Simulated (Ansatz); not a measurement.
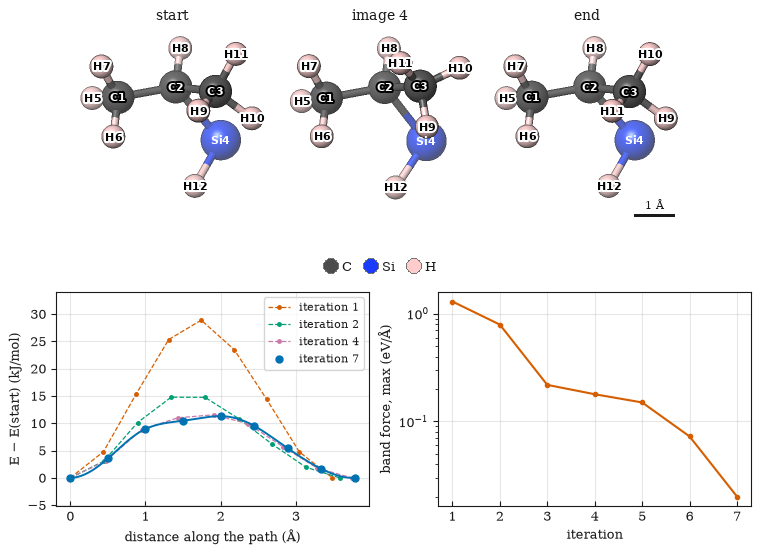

A nudged-elastic-band calculation for C3H8Si. Images are numbered from 0 (start) to 8 (end). The plot follows the band through its iterations. Style: ball-and-stick. Shown at a tilt.

These are results of RKS PBE-D4/def2-SVP (Ansatz), not measurements. Run with 7 movable images; climbing image; force threshold 0.03 eV/Å; iteration limit 60; starting path by image-dependent pair potential.

### How did the profile develop, and is the result final?

The result is final at these settings. The band converged in 7 iterations. The largest component of the band force went from 1.3 to 0.02 eV/Å. The climbing image converged on the top of the path. Its vibrational analysis gives one imaginary mode (148i cm⁻¹), as a transition state must have. The first iteration put the highest image at 28.9 kJ/mol. The barrier is about 11.3 kJ/mol in both directions, with image 4 at the top; the ends have the same energy.
